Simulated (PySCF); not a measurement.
## Electronic structure of C7H9PS2 in real space

The calculation's input:

```
{"job": {"kind": "nmr", "xc": "PBE0", "basis": "pcSseg-1"}, "charge": 0, "multiplicity": 1}
C      1.983383     0.853646     0.211506
C      2.198056     0.014487    -0.994581
C      1.429844    -1.011815    -1.341812
P      0.038942    -1.611365    -0.345532
S      0.465894    -2.495105     1.320238
C     -1.157335    -0.257445    -0.220568
C     -1.909799    -0.002720     0.955952
C     -2.727094     1.067728     0.819434
S     -2.596479     1.790282    -0.738183
C     -1.425817     0.636248    -1.216336
H      1.649115     1.851080    -0.077044
H      2.917242     0.963869     0.760691
H      1.237827     0.402213     0.865948
H      3.039862     0.288148    -1.620737
H      1.646427    -1.606086    -2.221080
H     -0.571323    -2.437679    -1.300646
H     -1.822593    -0.602525     1.845081
H     -3.406944     1.486238     1.534684
H     -0.999012     0.680052    -2.198987
```

Run with:

```sh
OMP_NUM_THREADS=1 python probes_run.py task.json out
```

Geometry: GFN2-xTB.

All numbers below come from PBE0/pcSseg-1, SCF density, gas phase, non-relativistic in PySCF.

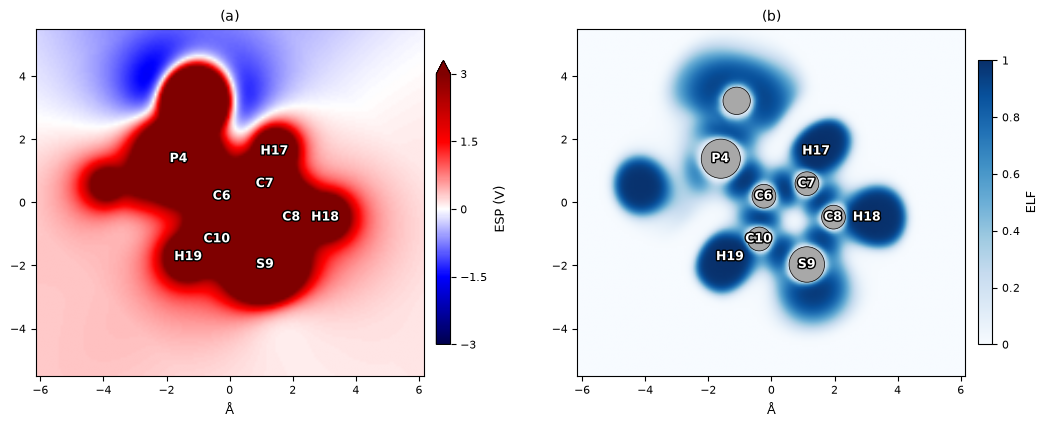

Figure 1. (a) electrostatic potential; (b) ELF on the plane of atoms C7, C8 and S9. Grey discs cover the atomic cores in the ELF map.

Q: What do the fields say about this system?

A:
- Atoms in the plane: P, C, S and H.
- C–C (1.35 Å): the ELF peaks at about 0.95 between the atoms: localised, covalent bonding.
- C–S (1.71 Å): the ELF peaks at about 0.90 between the atoms, as expected for localised, covalent bonding.
- C–P (1.81 Å): the ELF peaks at about 0.95 between the atoms (localised, covalent bonding).
- C–H (1.07 Å): the ELF climbs to about 1 towards the hydrogen, as it does in any bond to H (an ordinary covalent bond to hydrogen).
- C–C (1.42 Å): the ELF peaks at about 0.95 between the atoms; a covalent bond.
- The ELF also peaks beside S9 and S5, away from the bonds: lone-pair regions.
- Outside the dense part of the molecule the potential is most negative (−1.5 V) near S5, which lies off the plane.

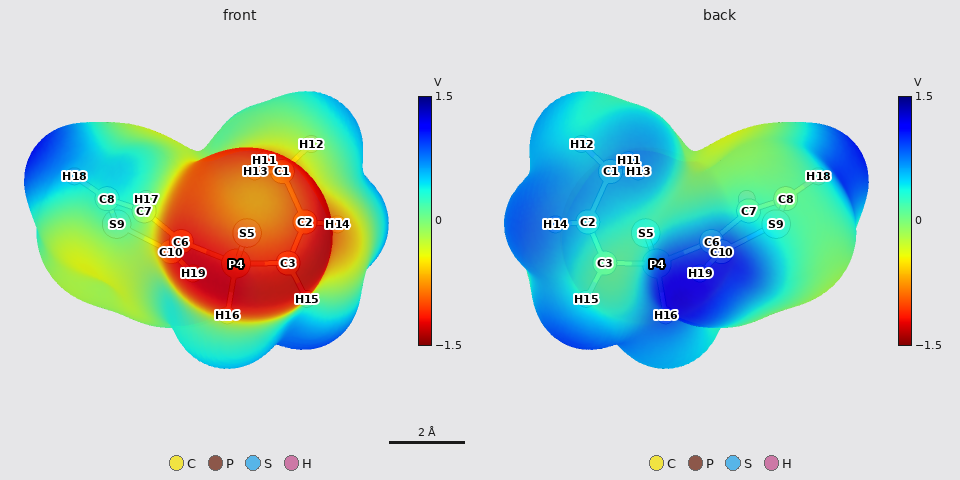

Figure 2. The electrostatic potential painted on the density surface at 0.001 e/bohr³, seen from the front and from behind; red is negative and blue positive.

Q: Which sites attract a positive test charge, and which a negative one?

A: A positive charge is drawn to the negative regions and a negative charge to the positive ones. The most negative region (about −1.3 V) lies over S5, the most positive (about +1.2 V) over H19.

Q: What dipole moment does the calculation give?

A: Its dipole moment is 4.40 D.

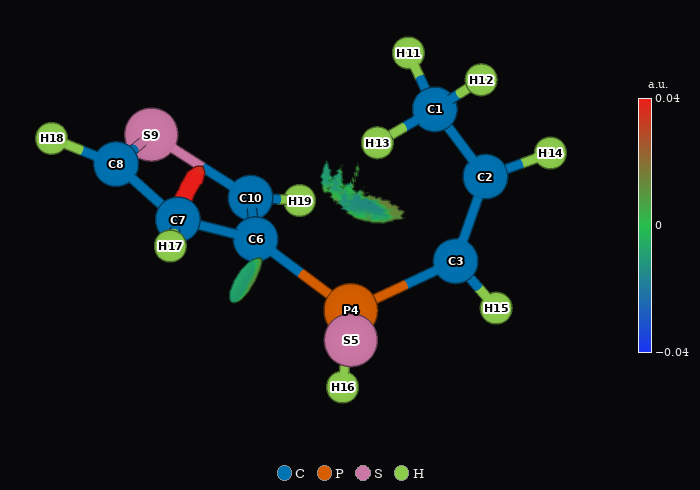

Figure 3. Non-covalent interaction (NCI) plot: the surface where the reduced density gradient is 0.4, for densities under 0.05 a.u., coloured by sign(λ₂)ρ; seen across its widest extent.

Q: Identify the weak interactions.

A:
- Between H13 and C1 on one side and P4 and C3 on the other: a weak contact, attractive (blue-green) on one side and crowded (olive to red) on the other
- Near H17, C7 and S5: mostly steric crowding (olive to red)
- Inside the ring or cage of C6, C7, C8, S9 and C10: steric crowding (red)
